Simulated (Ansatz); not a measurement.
**One shape, several levels: [AlH4]− (SMILES [AlH4-])**

Aim: a comparison of 6 runs (HF/3-21G, revPBE/6-31G, UMP2/6-31G, BCCD(T)/3-21G, CCSDTQ/3-21G, UCCSD(T)/6-31G) of [AlH4]−. 

The results are computed with Ansatz 0.2.0.

2 further runs of the same task are left out: 2 set aside as unsound or not needed.

## Step 1: The system as given

[AlH4]− has 5 atoms, charge -1, and is taken as a singlet. As SMILES, `[AlH4-]`. The H2–Al1 distance was set to 2.441 Å, away from the relaxed value. At this shape a bond of the SMILES string is far longer than usual.

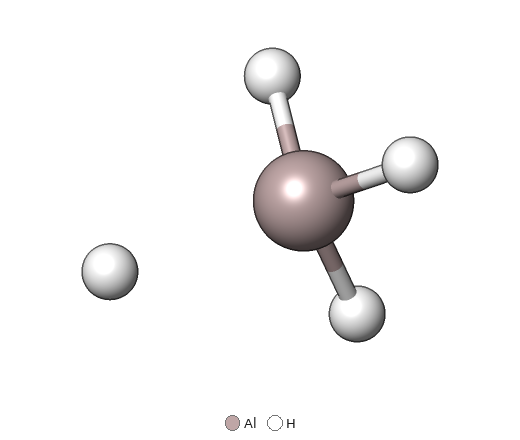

The structure, seen from a chosen angle (aluminium light grey, hydrogen white).

## Step 2: The energy at HF/3-21G (run 1)

Contents of run.yaml:

```yaml
crystal:
  periodic: [false, false, false]
  atoms:
    - {symbol: Al, position_ang: [-0.721761, 0.252217, -0.279816]}
    - {symbol: H, position_ang: [1.443510, -0.504270, 0.556410]}
    - {symbol: H, position_ang: [-1.904711, -0.352343, 0.660394]}
    - {symbol: H, position_ang: [-0.925581, -0.264973, -1.809446]}
    - {symbol: H, position_ang: [-0.778411, 1.878007, -0.242486]}
basis:
  gaussian:
    orbitals: 3-21G.json
total_charge: -1
hamiltonian:
  xc: hf
accuracy: high
```

The basis set 3-21G is read from a file made from the Basis Set Exchange's data (not shown).

Started as:

```console
ansatz run run.yaml --threads 1 --pin off --max-ram 2610MiB --events-out events.jsonl --progress --plain --runs-dir runs
```

Log:

```text
Warning: RAYON_NUM_THREADS=1 ignored (pool sized by the plan → 1); use --threads N
Functional definition: HF
  name "HF"
  exchange = exact_x
  correlation = 0
421 factors; integrals over basis functions are off by at most 2.4e-9 eV
mean field evaluation 1: about -6607.1249 eV, gradient 9.0e0 eV
mean field evaluation 2: about -6607.1263 eV, gradient 9.0e0 eV
mean field evaluation 4: about -6607.6735 eV, gradient 4.1e-1 eV
mean field evaluation 8: about -6607.6752 eV, gradient 5.7e-5 eV
mean field -6607.67522473 eV, -242.8275856659 hartree, gradient 8.2e-9 eV, S^2 0.000000; 0 other end points of the search recorded, 0 dependent functions left out
reference -6607.67522473 eV, -242.8275856659 hartree; 9, 9 occupied and 12, 12 virtual orbitals, 421 factors
Total energy: -6607.67522473 eV, -242.8275856659 hartree
```

Wall time 0.12 s (1 thread of Arm Neoverse V1, shared host).

## Step 3: A single-point energy at revPBE/6-31G (run 2)

Contents of job.yaml:

```yaml
crystal:
  periodic: [false, false, false]
  atoms:
    - symbol: Al
      position_ang: [-0.721761, 0.252217, -0.279816]
    - symbol: H
      position_ang: [1.443510, -0.504270, 0.556410]
    - symbol: H
      position_ang: [-1.904711, -0.352343, 0.660394]
    - symbol: H
      position_ang: [-0.925581, -0.264973, -1.809446]
    - symbol: H
      position_ang: [-0.778411, 1.878007, -0.242486]
basis:
  gaussian: {orbitals: 6-31G}
total_charge: -1
hamiltonian: {xc: {name: revPBE}}
accuracy: high
```

Started as:

```console
ansatz run job.yaml --threads 1 --pin off --max-ram 2610MiB --events-out events.jsonl --progress --plain --runs-dir runs
```

Log:

```text
Warning: RAYON_NUM_THREADS=1 ignored (pool sized by the plan → 1); use --threads N
Functional definition: revPBE
  name "revPBE"
  parameter kappa = 1.245
  parameter beta = 0.06672455060314922
  exchange = pbe_x(kappa = kappa, mu = beta*pi^2/3)
  correlation = pbe_c(beta = beta)
480 factors; integrals over basis functions are off by at most 3.3e-9 eV
mean field evaluation 1: about -6657.7708 eV, gradient 1.4e1 eV
mean field evaluation 2: about -6656.5072 eV, gradient 1.8e1 eV
mean field evaluation 4: about -6658.8015 eV, gradient 6.2e-1 eV
mean field evaluation 8: about -6658.8000 eV, gradient 1.1e-3 eV
mean field evaluation 16: about -6658.8000 eV, gradient 3.4e-8 eV
mean field -6658.80004632 eV, -244.7063882056 hartree, gradient 3.4e-8 eV, S^2 0.000000; 0 other end points of the search recorded, 0 dependent functions left out
reference -6658.80005136 eV, -244.7063883906 hartree; 9, 9 occupied and 12, 12 virtual orbitals, 480 factors
Total energy: -6658.80005136 eV, -244.7063883906 hartree
```

Run time: 0.99 s. Hardware: 1 thread of Arm Neoverse V1, shared host.

Runs 3 to 5 aren't shown in full; the table further down has their settings and results.

## Step 4: A single-point energy at UCCSD(T)/6-31G (run 6)

Contents of in.yaml:

```yaml
crystal:
  periodic: [false, false, false]
  atoms:
    - symbol: Al
      position_ang: [-0.721761, 0.252217, -0.279816]
    - symbol: H
      position_ang: [1.443510, -0.504270, 0.556410]
    - symbol: H
      position_ang: [-1.904711, -0.352343, 0.660394]
    - symbol: H
      position_ang: [-0.925581, -0.264973, -1.809446]
    - symbol: H
      position_ang: [-0.778411, 1.878007, -0.242486]
basis:
  gaussian: {orbitals: 6-31G}
total_charge: -1
correlation: {method: ccsd_t, frozen_orbitals: {Al: 5, H: 0}}
magnetization: {spin_polarized: true}
accuracy: high
scf: {omitted_lower_state_checks: [cluster_reference, increment]}
```

Started as:

```console
ansatz run in.yaml --threads 1 --pin off --max-ram 2610MiB --events-out events.jsonl --progress --plain --runs-dir runs
```

Log:

```text
Warning: RAYON_NUM_THREADS=1 ignored (pool sized by the plan → 1); use --threads N
[... 12 lines left out ...]
5 core orbitals not correlated: weight in the atoms' cores, before any rotation towards them, 1.000 or more for the frozen orbitals, at most 0.000 for the correlated occupied ones
[... 22 lines left out ...]
Total energy: -6645.59419682 eV, -244.2210821876 hartree
Checks for a lower state left out: cluster_reference, increment
```

Wall time 0.34 s (1 thread of Arm Neoverse V1, shared host).

## Step 5: The series

```csv
run,level,frozen core orbitals,energy (Eh),wall time
1,HF/3-21G,–,-242.827586,0.12 s
2,revPBE/6-31G,–,-244.706388,0.99 s
3,UMP2/6-31G,5,-244.193944,0.2 s
4,BCCD(T)/3-21G,5,-242.911375,0.2 s
5,CCSDTQ/3-21G,5,-242.911966,4.8 s
6,UCCSD(T)/6-31G,5,-244.221082,0.34 s
```

## Step 6: Summary of results

| quantity | value |
| --- | --- |
| run 6: total energy | -244.22108 Eh |
| run 6: correlation energy (5 core orbitals frozen) | -83.5 mEh |
| run 6: (T) correction | -1.17 mEh |
| run 6: T1 diagnostic | 0.021 |

**Reading.** Below the HF energy at the same shape and in the same basis (3-21G): BCCD(T) -83.8 mEh; CCSDTQ -84.4 mEh. All runs together took 6.7 s, the longest 4.8 s.
